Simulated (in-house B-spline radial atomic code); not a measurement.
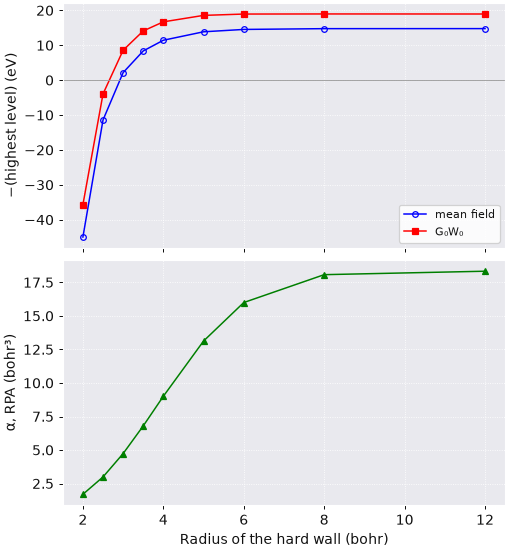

Al⁺ ([Ne] 3s²) confined in a hard spherical wall, PBE start. All-electron spherical atom, non-relativistic, no spin-orbit coupling, Breit or QED terms; computed with a B-spline radial code.

Describe the effect of the wall.

As the wall closes from 12 to 2 bohr, the mean-field binding energy of 3s goes from 14.78 to −44.96 eV, so the level rises above zero, and the G₀W₀ value from 18.97 (at 12 bohr) to −35.66 eV (at 2 bohr). The RPA-screened polarisability falls from 18.3 to 1.70 bohr³, and the RPA correlation energy goes from −0.7122 to −0.8377 hartree.
